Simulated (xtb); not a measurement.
## Run report: B$_{2}$H$_{4}$ (charge −1), geometry relaxation (part 2 of 2)

Continued. System: B$_{2}$H$_{4}$, charge −1, multiplicity 2, SMILES B[BH2-]. Method: GFN2-xTB, ALPB solvent thf (xtb 6.7.1). The starting geometry was optimised with GFN2-xTB.

Geometry of the input (Å):
```
B  -0.1718  -0.7725  -0.0259
B  0.1718  0.7724  0.0258
H  -0.5780  -1.4386  0.9229
H  -0.0733  -1.4860  -1.0209
H  0.5779  1.4387  -0.9228
H  0.0734  1.4860  1.0208
```

Output, continued
```
 iter      E             dE          RMSdq      gap      omega  full diag
   1     -4.7456116 -0.474561E+01  0.782E-02    3.94       0.0  T
   2     -4.7456120 -0.343194E-06  0.472E-02    3.94       1.0  T
   3     -4.7456120 -0.587193E-07  0.482E-03    3.94       8.5  T
   4     -4.7456121 -0.504115E-08  0.135E-03    3.94      30.3  T
   5     -4.7456121  0.254021E-09  0.260E-04    3.94     157.3  T
   6     -4.7456121 -0.342299E-09  0.117E-04    3.94     349.4  T
     SCC iter.                  ...        0 min,  0.001 sec
     gradient                   ...        0 min,  0.001 sec
 * total energy  :    -4.7045826 Eh     change       -0.8383020E-04 Eh
   gradient norm :     0.0015812 Eh/α   predicted    -0.6361738E-04 ( -24.11%)
   displ. norm   :     0.0212771 α      lambda       -0.2052036E-04
   maximum displ.:     0.0206642 α      in ANC's #3, #2, #8, ...

........................................................................
.............................. CYCLE    6 ..............................
........................................................................

 iter      E             dE          RMSdq      gap      omega  full diag
   1     -4.7457707 -0.474577E+01  0.574E-02    3.94       0.0  T
   2     -4.7457708 -0.109010E-06  0.354E-02    3.94       1.2  T
   3     -4.7457709 -0.365091E-07  0.228E-03    3.94      17.9  T
   4     -4.7457709 -0.911321E-09  0.979E-04    3.94      41.7  T
   5     -4.7457709  0.330297E-08  0.756E-04    3.94      54.0  T
     SCC iter.                  ...        0 min,  0.001 sec
     gradient                   ...        0 min,  0.001 sec
 * total energy  :    -4.7045902 Eh     change       -0.7600625E-05 Eh
   gradient norm :     0.0007764 Eh/α   predicted    -0.1026275E-04 (  35.03%)
   displ. norm   :     0.0103479 α      lambda       -0.3733929E-05
   maximum displ.:     0.0078667 α      in ANC's #2, #3, #8, ...

........................................................................
.............................. CYCLE    7 ..............................
........................................................................

 iter      E             dE          RMSdq      gap      omega  full diag
   1     -4.7457429 -0.474574E+01  0.472E-02    3.94       0.0  T
   2     -4.7457429 -0.183983E-07  0.294E-02    3.94       1.4  T
   3     -4.7457429 -0.795309E-08  0.929E-04    3.94      44.0  T
   4     -4.7457429  0.976676E-09  0.637E-04    3.94      64.1  T
     SCC iter.                  ...        0 min,  0.001 sec
     gradient                   ...        0 min,  0.001 sec
 * total energy  :    -4.7045923 Eh     change       -0.2154788E-05 Eh
   gradient norm :     0.0001948 Eh/α   predicted    -0.1866910E-05 ( -13.36%)
   displ. norm   :     0.0162596 α      lambda       -0.2064169E-05
   maximum displ.:     0.0156305 α      in ANC's #2, #3, #8, ...

   *** GEOMETRY OPTIMIZATION CONVERGED AFTER 7 ITERATIONS ***

------------------------------------------------------------------------
 total energy gain   :        -0.0001432 Eh       -0.0898 kcal/mol
 total RMSD          :         0.0148294 a0        0.0078 Å
 total power (kW/mol):        -0.0537039 (step)  -17.9603 (real)
------------------------------------------------------------------------

 ANCopt (total)                0 d,  0 h,  0 min,  0.021 sec
 optimizer setup                ...        0 min,  0.000 sec (  0.520%)
 model hessian                  ...        0 min,  0.000 sec (  1.024%)
 ANC generation                 ...        0 min,  0.000 sec (  0.645%)
 coordinate transformation      ...        0 min,  0.000 sec (  0.300%)
 single point calculation       ...        0 min,  0.019 sec ( 88.794%)
 optimization log               ...        0 min,  0.001 sec (  2.742%)
 hessian update                 ...        0 min,  0.000 sec (  0.242%)
 rational function              ...        0 min,  0.001 sec (  3.282%)

================
 final structure:
================
6
 xtb: 6.7.1
B           -0.16976828739814       -0.76999621733759       -0.02535034462313
B            0.17280865661482        0.76929436347537        0.02615704795129
H           -0.58155276312442       -1.44110884591130        0.93112512276986
H           -0.07245675002492       -1.48872344150381       -1.02963573078956
H            0.58003878907764        1.44145878364262       -0.93152391384390
H            0.07094035485501        1.48907635763470        1.02922981853545

 Bond Distances (Angstroems)
 ---------------------------
B1-B2=1.5778         B1-H3=1.2389         B1-H4=1.2388         B2-B1=1.5778         B2-H5=1.2389         B2-H6=1.2388
H3-B1=1.2389         H4-B1=1.2388         H5-B2=1.2389         H6-B2=1.2388
 B  H  Rav=1.2388 sigma=0.0000  Rmin=1.2388  Rmax=1.2389     4
 B  B  Rav=1.5778 sigma=0.0000  Rmin=1.5778  Rmax=1.5778     1

 selected bond angles (degree)
 --------------------
H3-B1-B2=125.13                H4-B1-B2=125.13                H4-B1-H3=109.74                H5-B2-B1=125.13
H6-B2-B1=125.13                H6-B2-H5=109.74

 selected dihedral angles (degree)
 ---------------------------------
H5-B2-B1-H3=180.27            H5-B2-B1-H4=  0.00            H6-B2-B1-H3=  0.00            H6-B2-B1-H4=179.73
           -------------------------------------------------
          |                Final Singlepoint                |
           -------------------------------------------------

          ...................................................
          :                      SETUP                      :
          :.................................................:
          :  # basis functions                  12          :
          :  # atomic orbitals                  12          :
          :  # shells                            8          :
          :  # electrons                        11          :
          :  max. iterations                   250          :
          :  Hamiltonian                  GFN2-xTB          :
          :  restarted?                      false          :
          :  GBSA solvation                   true          :
          :  PC potential                    false          :
          :  electronic temp.          300.0000000     K    :
          :  accuracy                    1.0000000          :
          :  -> integral cutoff          0.2500000E+02      :
          :  -> integral neglect         0.1000000E-07      :
          :  -> SCF convergence          0.1000000E-05 Eh   :
          :  -> wf. convergence          0.1000000E-03 e    :
          :  Broyden damping             0.4000000          :
          :  net charge                         -1          :
          :  unpaired electrons                  1          :
          ...................................................

 iter      E             dE          RMSdq      gap      omega  full diag
   1     -4.7457429 -0.474574E+01  0.347E-04    3.94       0.0  T
   2     -4.7457429  0.160929E-09  0.307E-04    3.94     132.8  T
   3     -4.7457429 -0.501898E-09  0.135E-04    3.94     302.1  T

   *** convergence criteria satisfied after 3 iterations ***

         #    Occupation            Energy/Eh            Energy/eV
      -------------------------------------------------------------
         1        2.0000           -0.4185935             -11.3905
         2        2.0000           -0.4016481             -10.9294
         3        2.0000           -0.3613233              -9.8321
         4        2.0000           -0.3389604              -9.2236
         5        2.0000           -0.2839091              -7.7256
         6        1.0000           -0.1974995              -5.3742 (HOMO)
         7                         -0.0526547              -1.4328 (LUMO)
         8                          0.1777456               4.8367
         9                          0.3434913               9.3469
        10                          0.3608357               9.8188
        11                          0.4368133              11.8863
        12                          0.6529522              17.7677
      -------------------------------------------------------------
                  HL-Gap            0.1448448 Eh            3.9414 eV
             Fermi-level           -0.1828907 Eh           -4.9767 eV

 SCC (total)                   0 d,  0 h,  0 min,  0.003 sec
 SCC setup                      ...        0 min,  0.001 sec ( 21.140%)
 Dispersion                     ...        0 min,  0.000 sec (  1.310%)
 classical contributions        ...        0 min,  0.000 sec (  0.473%)
 integral evaluation            ...        0 min,  0.000 sec ( 13.135%)
 iterations                     ...        0 min,  0.001 sec ( 21.820%)
 molecular gradient             ...        0 min,  0.001 sec ( 36.083%)
 printout                       ...        0 min,  0.000 sec (  5.001%)

         :::::::::::::::::::::::::::::::::::::::::::::::::::::
         ::                     SUMMARY                     ::
         :::::::::::::::::::::::::::::::::::::::::::::::::::::
         :: total energy              -4.704592346000 Eh    ::
         :: total w/o Gsasa/hb        -4.683276386599 Eh    ::
         :: gradient norm              0.000194296635 Eh/a0 ::
         :: HOMO-LUMO gap              3.941426570026 eV    ::
         ::.................................................::
         :: SCC energy                -4.745742806215 Eh    ::
         :: -> isotropic ES            0.170992357877 Eh    ::
         :: -> anisotropic ES          0.019628198716 Eh    ::
         :: -> anisotropic XC          0.000458334063 Eh    ::
         :: -> dispersion             -0.004508171019 Eh    ::
         :: -> Gsolv                  -0.099930555485 Eh    ::
         ::    -> Gelec               -0.078614596084 Eh    ::
         ::    -> Gsasa               -0.009415385599 Eh    ::
         ::    -> Ghb                 -0.017225389247 Eh    ::
         ::    -> Gshift               0.005324815444 Eh    ::
         :: repulsion energy           0.041150460216 Eh    ::
         :: add. restraining           0.000000000000 Eh    ::
         :: total charge              -1.000000000000 e     ::
         :::::::::::::::::::::::::::::::::::::::::::::::::::::

           -------------------------------------------------
          |                Property Printout                |
           -------------------------------------------------

    * Orbital Energies and Occupations

         #    Occupation            Energy/Eh            Energy/eV
      -------------------------------------------------------------
         1        2.0000           -0.4185935             -11.3905
         2        2.0000           -0.4016481             -10.9294
         3        2.0000           -0.3613233              -9.8321
         4        2.0000           -0.3389604              -9.2236
         5        2.0000           -0.2839091              -7.7256
         6        1.0000           -0.1974995              -5.3742 (HOMO)
         7                         -0.0526547              -1.4328 (LUMO)
         8                          0.1777456               4.8367
         9                          0.3434913               9.3469
        10                          0.3608357               9.8188
        11                          0.4368133              11.8863
        12                          0.6529522              17.7677
      -------------------------------------------------------------
                  HL-Gap            0.1448448 Eh            3.9414 eV
             Fermi-level           -0.1828907 Eh           -4.9767 eV

     #   Z          covCN         q      C6AA      α(0)
     1   5 B        2.777     0.155    18.963     7.282
     2   5 B        2.777     0.155    18.963     7.282
     3   1 H        0.901    -0.328    28.028     8.283
     4   1 H        0.901    -0.327    28.018     8.282
     5   1 H        0.901    -0.328    28.028     8.283
     6   1 H        0.901    -0.327    28.017     8.282

 Mol. C6AA /au·bohr⁶  :        892.472049
 Mol. C8AA /au·bohr⁸  :      16524.561698
 Mol. α(0) /au        :         47.692693

Wiberg/Mayer (AO) data.
largest (>0.10) Wiberg bond orders for each atom

 ---------------------------------------------------------------------------
     #   Z sym  total        # sym  WBO       # sym  WBO       # sym  WBO
 ---------------------------------------------------------------------------
     1   5 B    3.273 --     2 B    1.501     4 H    0.883     3 H    0.883
     2   5 B    3.273 --     1 B    1.501     6 H    0.883     5 H    0.883
     3   1 H    0.893 --     1 B    0.883
     4   1 H    0.893 --     1 B    0.883
     5   1 H    0.893 --     2 B    0.883
     6   1 H    0.893 --     2 B    0.883
 ---------------------------------------------------------------------------

Topologies differ in total number of bonds
Writing topology from bond orders to xtbtopo.mol

molecular dipole:
                 x           y           z       tot (Debye)
 q only:        0.003      -0.001       0.001
   full:        0.002      -0.000       0.000       0.005
molecular quadrupole (traceless):
                xx          xy          yy          xz          yz          zz
 q only:        6.179      -3.093      -6.751       1.646      -0.634       0.572
  q+dip:        4.126      -2.043      -4.406       1.127      -0.423       0.279
   full:        5.788      -2.756      -5.696       1.713      -0.590      -0.092

           -------------------------------------------------
          |                Geometry Summary                 |
           -------------------------------------------------

      molecular mass/u    :       25.6538191
   center of mass at/Å    :        0.0011622      -0.0002682       0.0003083
  moments of inertia/u·Å² :        0.4138642E+01   0.2254965E+02   0.2668825E+02
rotational constants/cm⁻¹ :        0.4073228E+01   0.7475786E+00   0.6316500E+00

 * 1 selected distances

     #   Z          #   Z                                           value/Å
     1   5 B        2   5 B                                       1.5777921 (max)

 * 1 distinct bonds (by element types)

   Z      Z             #   av. dist./Å        max./Å        min./Å
   5 B    5 B           1     1.5777921     1.5777921     1.5777921

optimized geometry written to: xtbopt.xyz

           -------------------------------------------------
          | TOTAL ENERGY               -4.704592346000 Eh   |
          | GRADIENT NORM               0.000194296635 Eh/α |
          | HOMO-LUMO GAP               3.941426570026 eV   |
           -------------------------------------------------

------------------------------------------------------------------------
------------------------------------------------------------------------
 total:
 *  cpu-time:     0 d,  0 h,  0 min,  0.051 sec
 * ratio c/w:     0.739 speedup
 SCF:
 *  cpu-time:     0 d,  0 h,  0 min,  0.005 sec
 * ratio c/w:     0.999 speedup
 ANC optimizer:
 *  cpu-time:     0 d,  0 h,  0 min,  0.025 sec
 * ratio c/w:     1.000 speedup
```

File xtbopt.xyz
```
6
 energy: -4.704592346000 gnorm: 0.000194296635 xtb: 6.7.1
B           -0.16976828739814       -0.76999621733759       -0.02535034462313
B            0.17280865661482        0.76929436347537        0.02615704795129
H           -0.58155276312442       -1.44110884591130        0.93112512276986
H           -0.07245675002492       -1.48872344150381       -1.02963573078956
H            0.58003878907764        1.44145878364262       -0.93152391384390
H            0.07094035485501        1.48907635763470        1.02922981853545
```

Trajectory as extended XYZ (Å, eV, eV/Å), 7 frames, from step=0 to step=6
```
6
Properties=species:S:1:pos:R:3 step=0 energy=-128.01458
B    -0.1718   -0.7725   -0.0259
B     0.1718    0.7724    0.0258
H    -0.5780   -1.4386    0.9229
H    -0.0733   -1.4860   -1.0209
H     0.5779    1.4387   -0.9228
H     0.0734    1.4860    1.0208
6
Properties=species:S:1:pos:R:3 step=1 energy=-128.01784
B    -0.1722   -0.7706   -0.0260
B     0.1723    0.7706    0.0260
H    -0.5794   -1.4374    0.9302
H    -0.0710   -1.4850   -1.0280
H     0.5794    1.4374   -0.9303
H     0.0709    1.4850    1.0280
6
Properties=species:S:1:pos:R:3 step=2 energy=-128.01831
B    -0.1678   -0.7705   -0.0248
B     0.1676    0.7706    0.0248
H    -0.5818   -1.4419    0.9309
H    -0.0729   -1.4895   -1.0295
H     0.5820    1.4419   -0.9308
H     0.0730    1.4895    1.0295
6
Properties=species:S:1:pos:R:3 step=3 energy=-128.01593
B    -0.1839   -0.7659   -0.0291
B     0.1842    0.7658    0.0292
H    -0.5783   -1.4463    0.9324
H    -0.0690   -1.4939   -1.0290
H     0.5781    1.4463   -0.9324
H     0.0689    1.4940    1.0289
6
Properties=species:S:1:pos:R:3 step=4 energy=-128.01821
B    -0.1756   -0.7684   -0.0269
B     0.1760    0.7683    0.0270
H    -0.5798   -1.4424    0.9318
H    -0.0707   -1.4900   -1.0293
H     0.5796    1.4424   -0.9318
H     0.0705    1.4900    1.0292
6
Properties=species:S:1:pos:R:3 step=5 energy=-128.01842
B    -0.1699   -0.7701   -0.0254
B     0.1684    0.7704    0.0250
H    -0.5810   -1.4411    0.9311
H    -0.0720   -1.4887   -1.0293
H     0.5817    1.4410   -0.9309
H     0.0727    1.4886    1.0295
6
Properties=species:S:1:pos:R:3 step=6 energy=-128.01848
B    -0.1698   -0.7700   -0.0254
B     0.1728    0.7693    0.0262
H    -0.5816   -1.4411    0.9311
H    -0.0725   -1.4887   -1.0296
H     0.5800    1.4415   -0.9315
H     0.0709    1.4891    1.0292
```

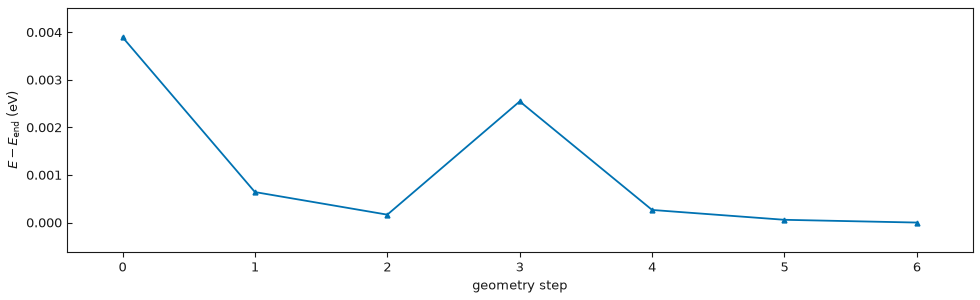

Fig. 1: Progress of the relaxation, step by step (steps are counted from 0). Over 6 geometry steps the energy falls by 0.004 eV. The largest moves after the best rigid fit, 0.009 Å, are those of H3, H4, H5 and H6. By element the largest moves are H 0.009 Å, B 0.003 Å. Among the contacts that change: B1–H3 1.228 → 1.239 Å, B1–B2 1.583 → 1.578 Å. (Atoms are counted from 1 in the order of the input.)

Results in brief

```tsv
quantity	value
outcome	converged
electrons treated	11
total energy	−4.704592 hartree
dispersion energy	−0.004508 hartree
solvation energy	−0.099931 hartree
basis functions	12
peak memory	0.071 GiB
```

Settings chosen away from the usual ones: method = gfn2-xtb; task = optimise; x = {"surface_grid": "tight"}; geo = {"prev": "A"}; sm = ALPB; solvent = thf. The record of the run, not the program, notes: no spin polarisation: high-spin states lie too high.
